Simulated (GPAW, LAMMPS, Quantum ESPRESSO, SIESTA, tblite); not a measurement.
**Amorphous 37Ga2O3-63Al2O3 (mol %) (135 atoms) in tblite**

How near does tblite come to plane waves for amorphous 37Ga2O3-63Al2O3 (mol %) (135 atoms)?

Program: tblite 0.8.0. Level of theory: the method is named at each step. Results are calculated unless marked as measured.

### 1. Starting point

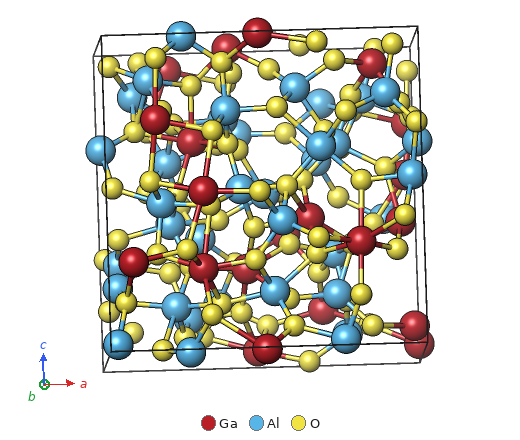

The cell as given, slightly off an axis (gallium red, aluminium blue, oxygen yellow). Bonds to atoms that aren't drawn are left out. Some periodic images of atoms are drawn too.

The cell holds 135 atoms: 20 Ga, 34 Al and 81 O. Cell: a = 11.105 Å, b = 11.105 Å, c = 11.105 Å, α = 90.0°, β = 90.0°, γ = 90.0°. 135 atoms (20 Fe, 34 Al, 81 O) placed at random at 3.55 g/cm³, melted at 5000 K for 10 ps at fixed volume with the Morse and Coulomb pair potential with partial charges (Pedone, Malavasi, Menziani, Cormack and Segre, J. Phys. Chem. B 110, 11780 (2006)). Quenched from 5000 K to 300 K at 50 K/ps and fixed volume, held 10 ps at zero pressure, then minimised at fixed cell. Then Fe was replaced by Ga and the cell scaled by 1.006 (the potential has no terms for the new elements, so the cell is a start for a DFT relaxation).

The yardstick, on the same geometry:

| Item | Value |
| --- | --- |
| method | Kohn-Sham DFT, PBE, SSSP efficiency 1.3.0 pseudopotentials, plane waves (Quantum ESPRESSO 7.5); sssp-pbe-1.3.0-efficiency, cutoffs 70/560 Ry, Γ point |
| r.m.s. force component | 0.6367 eV/Å |
| longest force | 2.732 eV/Å |
| pressure | 7.288 GPa |
| gap (highest filled to lowest empty level) | 2.19 eV |
| time | 15 min on 4 MPI ranks of Arm Neoverse V2, shared host |
| CPU time | 62 min |

### 2. GFN1-xTB

Method: GFN1-xTB tight binding, diagonalisation.

run.py reads:

```python
import numpy as np
from ase.io import read
from tblite.ase import TBLite

atoms = read("structure.xyz")
atoms.calc = TBLite(method="GFN1-xTB", electronic_temperature=580, accuracy=1.0, max_iterations=250, mixer_damping=0.4, verbosity=1)
energy = atoms.get_potential_energy()
forces = atoms.get_forces()
print(f"energy {energy:.6f} eV")
print("forces (eV/A)")
for i, (a, f) in enumerate(zip(atoms, forces)):
    print(f"{i:4d} {a.symbol:2s} {f[0]:10.5f} {f[1]:10.5f} {f[2]:10.5f}")
stress = -atoms.get_stress(voigt=False) * 160.21766
print("stress (GPa, compression positive)")
for row in stress:
    print(" ".join(f"{x:10.4f}" for x in row))
print("charges (e)")
print(np.array2string(atoms.get_charges(), precision=4, suppress_small=True, max_line_width=110, threshold=100000))
```

structure.xyz reads:

```xyz
135
Lattice="11.10507 0.00000 0.00000 0.00000 11.10507 0.00000 0.00000 0.00000 11.10507" Properties=species:S:1:pos:R:3 pbc="T T T"
Ga 10.82722 6.12000 0.98680
Ga 2.50086 10.03465 10.43799
Ga 6.49036 9.95048 4.57629
Ga 3.39204 2.25244 2.97316
Ga 3.19970 5.45836 7.63707
Ga 4.54153 5.82616 10.89352
Ga 10.68585 7.54956 6.38408
Ga 1.83167 1.07353 8.16067
Ga 9.57379 4.59517 10.14048
Ga 0.88685 0.07463 3.11719
Ga 11.05154 9.06862 0.53993
Ga 5.01261 6.12223 3.15440
Ga 10.41533 4.88890 4.58284
Ga 5.39018 8.90593 0.43576
Ga 7.22407 4.58018 4.78806
Ga 8.93358 1.89974 3.74596
Ga 10.85998 10.04554 8.35534
Ga 5.50667 1.01667 11.10285
Ga 7.76511 10.80590 1.95338
Ga 3.42536 0.56169 5.57819
Al 6.83073 3.71998 9.31504
Al 2.39059 6.32745 4.80117
Al 2.38237 8.92537 7.11346
Al 4.09988 10.73072 2.23534
Al 8.30459 1.99147 0.33915
Al 8.52647 8.31970 0.89596
Al 8.15268 7.55289 3.71020
Al 9.94126 1.97448 8.95502
Al 4.93243 10.74937 8.19154
Al 9.25252 7.77177 9.13048
Al 7.63796 2.36027 7.15733
Al 1.20112 7.02485 9.34414
Al 2.00746 3.20426 5.35686
Al 10.78869 1.68231 6.02594
Al 0.54859 7.94468 3.52708
Al 3.49021 8.85552 4.44103
Al 0.38779 3.19404 2.40336
Al 2.97105 7.81653 1.56704
Al 4.81149 3.68300 5.81217
Al 4.34208 2.55605 8.51081
Al 2.47499 4.85181 1.80768
Al 5.74077 6.99897 5.82794
Al 9.95558 9.97602 5.02715
Al 7.63973 9.23487 7.07204
Al 11.07853 4.50655 7.36044
Al 5.89879 3.33807 2.17371
Al 7.88960 10.93494 9.18956
Al 8.13868 5.27991 2.13328
Al 2.85100 2.08165 0.02576
Al 4.37262 7.77932 8.52303
Al 1.70119 4.31965 9.75125
Al 8.25840 5.79152 7.43951
Al 0.27874 0.69173 0.28185
Al 6.20329 1.57925 4.54086
O 2.37038 8.23952 3.22180
O 4.71743 7.69670 10.14781
[... 75 atom lines left out ...]
O 3.50321 9.44520 1.02033
O 5.96520 4.91832 10.06652
O 2.61069 4.87646 5.80240
O 10.95715 10.44021 10.21733
```

Started as:

```console
$ OMP_NUM_THREADS=1 python run.py > output.txt
```

The program printed:

```text
------------------------------------------------------------
  cycle        total energy    energy error   density error
------------------------------------------------------------
      1     -383.9221122334  -3.8423965E+02   1.0605404E+00
      2     -420.8690530787  -3.6946941E+01   1.0787692E+00
      3     -438.2432431849  -1.7374190E+01   5.3402911E-01
      4     -449.0402322965  -1.0796989E+01   2.9626421E-01
      5     -447.9606856307   1.0795467E+00   2.0496905E-01
      6     -454.4980140542  -6.5373284E+00   7.2768263E-02
      7     -455.2782930592  -7.8027901E-01   3.4130895E-02
      8     -455.3071853285  -2.8892269E-02   2.0892618E-02
      9     -455.2904835033   1.6701825E-02   1.8599892E-02
     10     -455.3169507296  -2.6467226E-02   1.1025190E-02
     11     -455.3290673571  -1.2116628E-02   6.1477683E-03
     12     -455.3332820502  -4.2146931E-03   2.5280669E-03
     13     -455.3340834913  -8.0144105E-04   8.7600774E-04
     14     -455.3341951526  -1.1166128E-04   2.9052620E-04
     15     -455.3342029692  -7.8166628E-06   1.8876147E-04
     16     -455.3342029964  -2.7161434E-08   1.1375159E-04
     17     -455.3342036616  -6.6526201E-07   7.4020932E-05
     18     -455.3342044002  -7.3852198E-07   3.4912051E-05
     19     -455.3342045138  -1.1366609E-07   1.2801647E-05
------------------------------------------------------------
 total:                                  14.368 sec
energy -12390.274809 eV
forces (eV/A)
   0 Ga   -0.07763   -0.82679   -0.18085
   1 Ga    0.13836    0.43004   -0.07276
   2 Ga   -0.15268   -0.10146    0.31878
   3 Ga    0.37932    0.26275   -0.45136
   4 Ga    0.11566   -0.15933   -0.10341
   5 Ga   -0.35618    0.10673   -1.02784
   6 Ga    0.26191    0.31496    0.04512
   7 Ga    0.11940    1.15542   -0.09527
   8 Ga   -0.38682    0.24691   -0.55733
   9 Ga    0.26123    0.03761   -0.59487
  10 Ga   -0.17380    0.51149   -0.54397
  11 Ga    0.46398    0.19693    0.28263
  12 Ga   -0.14869    0.22616    0.27920
  13 Ga    0.47462   -0.63413   -0.17394
  14 Ga   -0.60701   -0.48520   -0.20578
  15 Ga   -0.45736    0.53183    0.52409
  16 Ga   -0.17833    0.00536    0.27951
  17 Ga   -0.13345   -0.00077   -0.14816
  18 Ga    0.57804   -0.48135    0.32681
  19 Ga    0.06096    0.35855    0.18418
  20 Al   -0.01822   -0.90193   -1.17271
  21 Al    0.07240    0.51063    0.57462
  22 Al    0.16737   -0.35796    0.37812
  23 Al   -0.13345    0.24436    0.17311
[...]
127 O     0.75015    0.89497    0.26345
 128 O    -2.30872    0.03960   -1.33167
 129 O     0.77009   -0.03096    0.11137
 130 O    -1.27100    0.11507    0.03184
 131 O    -0.12107    0.50360   -0.72055
 132 O    -1.16047    1.85141    1.33907
 133 O     0.53514    0.36409    0.42742
 134 O    -0.62439   -1.05616   -0.50203
stress (GPa, compression positive)
   19.4604    -0.2415     0.3525
   -0.2415    21.6535     0.2001
    0.3525     0.2001    22.3022
charges (e)
[ 0.4367  0.4314  0.4514  0.4719  0.4789  0.4097  0.4504  0.4405  0.443   0.4149  0.4602  0.4698  0.4279
  0.4057  0.4702  0.4296  0.4547  0.448   0.4346  0.4453  0.5503  0.5629  0.5559  0.5257  0.5445  0.5344
  0.5467  0.5609  0.5252  0.5453  0.5593  0.5445  0.557   0.521   0.5388  0.5515  0.5288  0.531   0.5706
  0.5603  0.5607  0.5633  0.5239  0.5542  0.5449  0.5533  0.5423  0.5237  0.5543  0.5452  0.556   0.5415
  0.5418  0.5576 -0.3574 -0.3037 -0.3637 -0.2923 -0.2991 -0.3376 -0.3355 -0.3618 -0.3241 -0.3305 -0.372
 -0.3237 -0.3678 -0.3388 -0.3324 -0.2985 -0.3659 -0.3429 -0.3009 -0.3983 -0.3329 -0.3127 -0.3604 -0.2828
 -0.3061 -0.334  -0.3362 -0.2989 -0.2962 -0.3027 -0.3793 -0.3018 -0.3323 -0.3118 -0.3154 -0.3272 -0.3253
 -0.3493 -0.3438 -0.3526 -0.356  -0.349  -0.3051 -0.3651 -0.3483 -0.3292 -0.3786 -0.3355 -0.3527 -0.317
 -0.3549 -0.3214 -0.3462 -0.3417 -0.3189 -0.4033 -0.3966 -0.3767 -0.3227 -0.3264 -0.3059 -0.3388 -0.3022
 -0.3242 -0.3747 -0.3305 -0.3573 -0.3757 -0.3314 -0.378  -0.3904 -0.355  -0.3565 -0.3195 -0.3513 -0.3663
 -0.3649 -0.2776 -0.3322 -0.3507 -0.3751]
```

Wall time 15 s (1 thread of Arm Neoverse V2, shared host); peak memory 0.18 GiB.

Banners, paths, timers and routine set-up lines are dropped from the logs unmarked, and long logs keep their key lines alone; longer cuts are marked.

Against the reference:

```
r.m.s. force component                  : 0.5942 eV/Å
r.m.s. difference of force components   : 331 meV/Å
longest difference of force vectors     : 1356 meV/Å
force difference over r.m.s. force      : 51.99 %
slope of forces against the reference's : 0.8003
correlation of force components         : 0.8576
pressure                                : 21.14 GPa
pressure difference                     : 13.85 GPa
```

Length of the force difference by element (eV/Å):

```csv
element,atoms,mean,most
Al,34,0.41,0.89
Ga,20,0.36,0.63
O,81,0.59,1.4
```

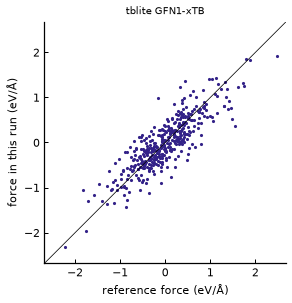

Force components against those of the reference; the line marks equality.

The surroundings of O110, whose charge lies farthest from its element's mean, nearest first, numbered as they follow in the input and with coordinates relative to it.

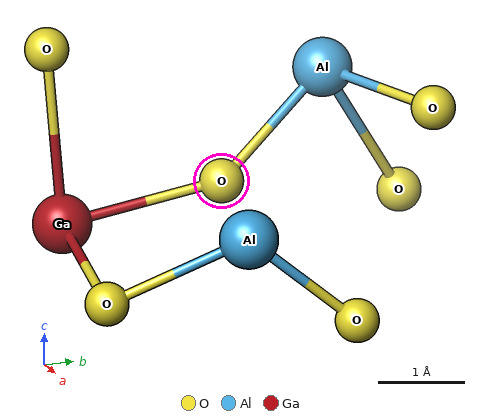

The atoms of the table, within 2.8 Å (arrows a, b, c point along x, y, z); some may hide others; the central atom is ringed.

```csv
atom,x,y,z,distance (Å),Mulliken charge (e),Fx,Fy,Fz (eV/Å)
O110,0.00,0.00,0.00,0.00,-0.40,0.02,-1.01,-0.63
Al51,-0.39,1.37,1.16,1.84,0.56,-0.47,-0.63,-0.35
Ga8,-0.26,-1.88,-0.43,1.94,0.44,0.12,1.16,-0.10
Al40,2.25,-0.39,-0.08,2.28,0.56,-0.01,-0.87,-0.35
O98,-0.89,2.47,-0.56,2.69,-0.37,1.26,0.58,0.37
O81,1.13,2.24,1.00,2.70,-0.34,1.35,0.58,0.15
O82,-0.20,-2.09,1.73,2.72,-0.30,-0.36,-1.30,-0.27
O100,2.31,0.92,-1.16,2.75,-0.33,-0.18,1.83,1.00
O79,1.72,-1.97,-0.87,2.75,-0.31,-0.28,-0.18,-0.53
```

Atoms are counted from 1 here, from 0 in the log.

Forces lie 52 % from the reference's, at 0.0040 times its CPU time (on 1 against 4 cores).

### 3. Outcome

```
force difference from the reference : tblite GFN1-xTB, 52 %
its CPU time                        : 15 s
```

What this shows: Tight binding differs by 52 % (tblite GFN1-xTB); it is another model, with fitted parameters of its own, and the xTB methods hold dispersion. One electronic-structure run takes under half the reference's CPU time: tblite GFN1-xTB, at 52 % in 15 s against 62 min; its pressure misses by +13.9 GPa. Periodic xTB results under one method name differ between programs and library versions. The reference's pressure holds the uncorrected Pulay stress of its 70 Ry basis, so small pressure differences, and their order, may be the reference's own error. The quench rate of 50 K/ps is many orders above laboratory rates, so the cell is likely richer in defects and strain than a real sample. The network of bonds at the start is that of the classical potential that made the cell, and needn't be the one that DFT or experiment would give. The reference's stress is far from hydrostatic: its diagonal is 5.3, 8.1, 8.4 GPa, compression counted positive. The reference's pressure of 7.3 GPa belongs to a cell and atoms that aren't relaxed at this level. The electronic-structure runs sample only Γ, in a cell whose shortest periodic width is 11 Å.

[Also dropped from logs without a mark: logging warnings of Python, and SIESTA's first energy breakdown and zero terms.]

[Logs are printed without paths, hosts, clocks, repeated set-up lines and the standing remarks that a program may print on its own settings, such as how far it seeks lower states.]

[Hosts, paths, dates, database ids (printed as entryN), source tags and the programs' standing remarks are cut or masked in the printed files.]
